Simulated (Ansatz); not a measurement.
Pulling on the Te1–Te2 bond in Te2 (multiplicity 3 held). Energies count from the point at 2.575 Å.


R- and RO- levels are restricted; in cc, def2 and unpolarised 6-31G sets they are followed outwards from rest. Unrestricted levels (U-) break spin symmetry where that is lower. Active spaces are followed from rest. Curves can end on different states.

Correlated levels freeze the cores. Filled d and f shells under p-block atoms count as core.

The values were computed with Ansatz (Gaussian basis) for Hartree–Fock, density functionals and correlated methods. Values without a source in brackets are computed. In def2 rows elements past Kr take small-core potentials, without spin–orbit coupling.

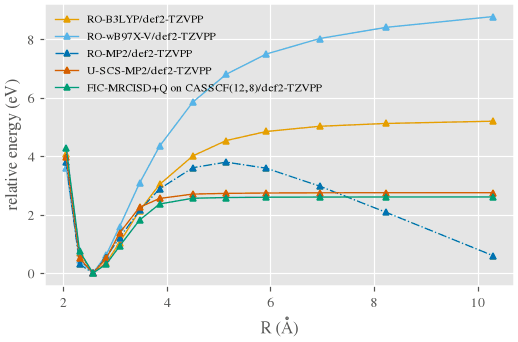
Fig. 1. Relative energy along the coordinate

Q: Read off the RO-MP2/def2-TZVPP curve at R = 8.239.

A: about 2.1 eV

Doubts at one or more of the structures used: a restricted determinant that unrestricted orbitals would lower (RO-B3LYP/def2-TZVPP, RO-wB97X-V/def2-TZVPP, RO-MP2/def2-TZVPP); a spin-contaminated determinant (U-SCS-MP2/def2-TZVPP).

Ansatz is a first-principles code.
